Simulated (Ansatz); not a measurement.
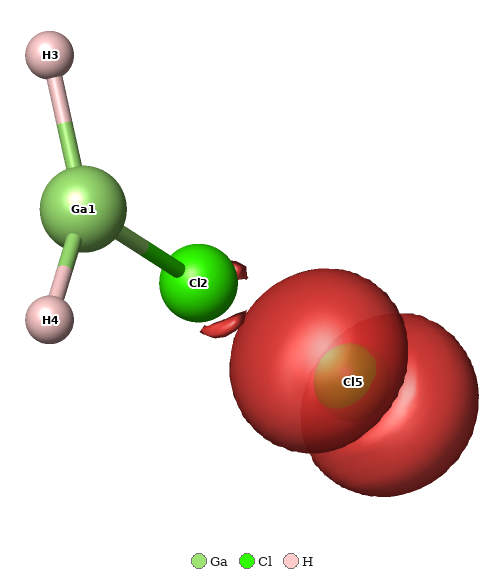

The picture shows: ClGaH2···Cl (doublet). Isosurface of the spin density (α minus β) at +0.04 e/Å³ (red), seen at an oblique angle.

These are results of UKS PBE0/def2-SVP in Ansatz, not measurements.

```xyz
5

Ga    0.0000    0.0000   -0.0462
Cl    0.0000    0.0000    2.1249
H     1.4208    0.0000   -0.6812
H    -1.4208    0.0000   -0.6812
Cl    0.0000    0.0000    5.0337
```

Which atoms carry the spin?

The unpaired spin (1 electron) lies mostly on Cl5 (about 0.9), in electrons by Hirshfeld's partition.
